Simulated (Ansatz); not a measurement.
# BH2Cl− (SMILES [BH2-]Cl): UBHLYP/STO-3G

Aim: the vertical ionisation energy of BH2Cl− at UBHLYP/STO-3G, from 2 runs. 

The results are computed with Ansatz 0.2.0.

**1. The structure to begin with**

BH2Cl− has 4 atoms, charge -1, and is taken as a doublet. SMILES: `[BH2-]Cl`. The coordinates come from a GFN2-xTB relaxation.

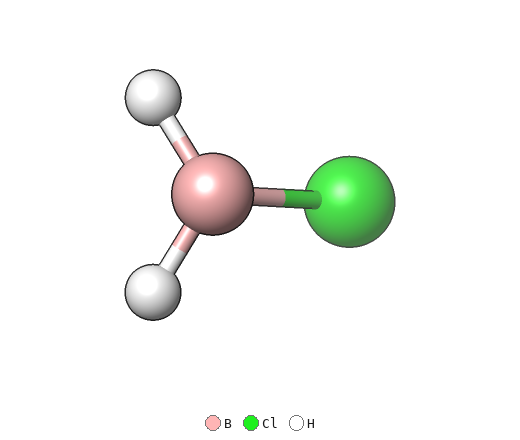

Viewed from a chosen angle; boron pink, chlorine green, hydrogen white.

**2. A single-point energy at UBHLYP/STO-3G**

Input file in.yaml:

```yaml
crystal:
  periodic: [false, false, false]
  atoms:
    - {symbol: B, position_ang: [-0.072740, -0.194320, -0.337270]}
    - {symbol: Cl, position_ang: [1.390160, 0.062360, 0.884750]}
    - {symbol: H, position_ang: [-0.963970, -0.752550, 0.264630]}
    - {symbol: H, position_ang: [-0.353460, 0.884500, -0.812110]}
basis:
  gaussian: {orbitals: STO-3G}
accuracy: high
magnetization: {spin_polarized: true, initial_magnetization: 1}
hamiltonian: {xc: {name: BHLYP}}
total_charge: -1
```

Started as:

```sh
ansatz run in.yaml --threads 1 --pin off --max-ram 2610MiB --events-out events.jsonl --progress --plain --runs-dir runs
```

The log of the run:

```text
Warning: RAYON_NUM_THREADS=1 ignored (pool sized by the plan → 1); use --threads N
Functional definition: BHLYP
  name "BHLYP"
  parameter a = 0.5
  exchange = (1 - a)*b88_x + a*exact_x
  correlation = lyp_c
259 factors; integrals over basis functions are off by at most 1.9e-8 eV
mean field evaluation 1: about -13083.2793 eV, gradient 5.9e0 eV
mean field evaluation 2: about -13083.7100 eV, gradient 1.6e0 eV
mean field evaluation 4: about -13083.7437 eV, gradient 1.6e-1 eV
mean field evaluation 8: about -13083.7483 eV, gradient 2.7e-3 eV
mean field evaluation 16: about -13083.7483 eV, gradient 6.3e-8 eV
mean field -13083.74827415 eV, -480.8188805919 hartree, gradient 6.3e-8 eV, S^2 0.751623; 0 other end points of the search recorded, 0 dependent functions left out
reference -13083.74829032 eV, -480.8188811861 hartree; 13, 12 occupied and 3, 4 virtual orbitals, 259 factors
Total energy: -13083.74829032 eV, -480.8188811861 hartree
```

Wall time 1.1 s (1 thread of Arm Neoverse V1, shared host); peak memory 0.11 GiB.

**3. Singlet neutral BH2Cl**

Input file job.yaml:

```yaml
crystal:
  periodic: [false, false, false]
  atoms:
    - {symbol: B, position_ang: [-0.072740, -0.194320, -0.337270]}
    - {symbol: Cl, position_ang: [1.390160, 0.062360, 0.884750]}
    - {symbol: H, position_ang: [-0.963970, -0.752550, 0.264630]}
    - {symbol: H, position_ang: [-0.353460, 0.884500, -0.812110]}
basis:
  gaussian:
    orbitals: STO-3G
magnetization:
  spin_polarized: false
  initial_magnetization: 0
hamiltonian:
  xc: {name: BHLYP}
accuracy: high
```

Started as:

```sh
ansatz run job.yaml --threads 1 --pin off --max-ram 2610MiB --events-out events.jsonl --progress --plain --runs-dir runs
```

The log of the run:

```text
Warning: RAYON_NUM_THREADS=1 ignored (pool sized by the plan → 1); use --threads N
Functional definition: BHLYP
  name "BHLYP"
  parameter a = 0.5
  exchange = (1 - a)*b88_x + a*exact_x
  correlation = lyp_c
259 factors; integrals over basis functions are off by at most 1.9e-8 eV
mean field evaluation 1: about -13084.2844 eV, gradient 1.7e1 eV
mean field evaluation 2: about -13084.7675 eV, gradient 1.7e1 eV
mean field evaluation 4: about -13085.8882 eV, gradient 1.4e-1 eV
mean field evaluation 8: about -13085.8759 eV, gradient 4.2e-4 eV
mean field evaluation 16: about -13085.8759 eV, gradient 6.7e-9 eV
mean field -13085.87586780 eV, -480.8970682164 hartree, gradient 6.7e-9 eV, S^2 0.000000; 0 other end points of the search recorded, 0 dependent functions left out
reference -13085.87588423 eV, -480.8970688202 hartree; 12, 12 occupied and 4, 4 virtual orbitals, 259 factors
Total energy: -13085.87588423 eV, -480.8970688202 hartree
```

Wall time 0.66 s (1 thread of Arm Neoverse V1, shared host).

**4. Outcome**

Level: UBHLYP/STO-3G.

```
                                           quantity          value
                       doublet BH2Cl−: total energy  -480.81888 Eh
                               doublet BH2Cl−: ⟨S²⟩          0.752
                singlet neutral BH2Cl: total energy  -480.89707 Eh
vertical detachment energy (to the singlet neutral)      -2.128 eV
```

What this shows: The species is unbound against losing an electron at this level, by 2.13 eV (−205 kJ/mol); missing correlation or diffuse functions can give that sign where the real anion is bound. Only the singlet of the ionised species was computed; a triplet could lie lower. In a minimal basis such a difference can be off by several eV, whatever the method.
